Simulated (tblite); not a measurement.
# C6H12OSi2: the cost of one run

Programs: tblite 0.8.0 and PySCF 2.14.0, with density-fitted response routines of our own. Each step states its level of theory. These are calculated values for one molecule in the gas phase, unless marked as measured. Atoms are numbered from 0 throughout.

### 1 Starting geometry

21 atoms, charge 0, multiplicity 1; geometry from: force field or distance geometry start.

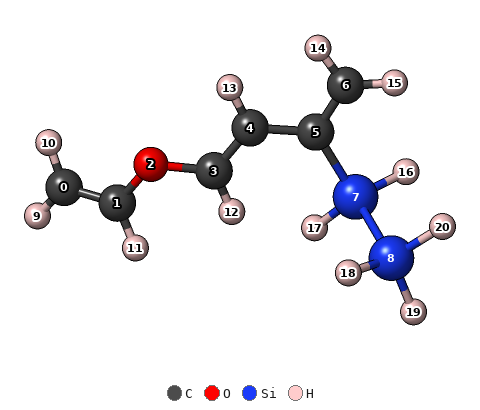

As it starts; carbon dark grey, oxygen red, silicon blue, hydrogen pink, atoms numbered.

### 2 Optimising the geometry with GFN2-xTB

What the job is given:

```
{"job": {"kind": "relax", "xc": "GFN2-xTB", "basis": "xTB"}, "charge": 0, "multiplicity": 1}
C      4.537300    -0.819200     0.219700
C      3.254500    -0.836500    -0.165200
O      2.498800     0.317200    -0.275500
C      1.110100     0.202200    -0.030200
C      0.365000     1.261300     0.223900
C     -1.070700     1.198600     0.486800
C     -1.678500     2.354300     0.705600
Si    -2.006600    -0.372600     0.540400
Si    -3.190200    -0.753400    -1.317400
H      5.141100    -1.692600     0.328700
H      4.952200     0.156500     0.431200
H      2.777200    -1.807400    -0.380400
H      0.685200    -0.796700    -0.016500
H      0.850100     2.243000     0.206100
H     -1.038200     3.249700     0.663700
H     -2.744200     2.431500     0.935100
H     -2.926500    -0.250700     1.698900
H     -1.048700    -1.451600     0.822400
H     -2.443700    -0.551300    -2.539800
H     -3.704100    -2.129500    -1.202600
H     -4.328700     0.219000    -1.335500
```

Run with:

```bash
OMP_NUM_THREADS=1 python probes_run.py task.json out
```

One launch serves the whole session: the jobs run in the order shown.

Q: Estimate the wall time and peak memory of this first job on 1 thread of Arm Neoverse V2, shared host.

About 1.7 s, with a peak of 0.18 GiB.
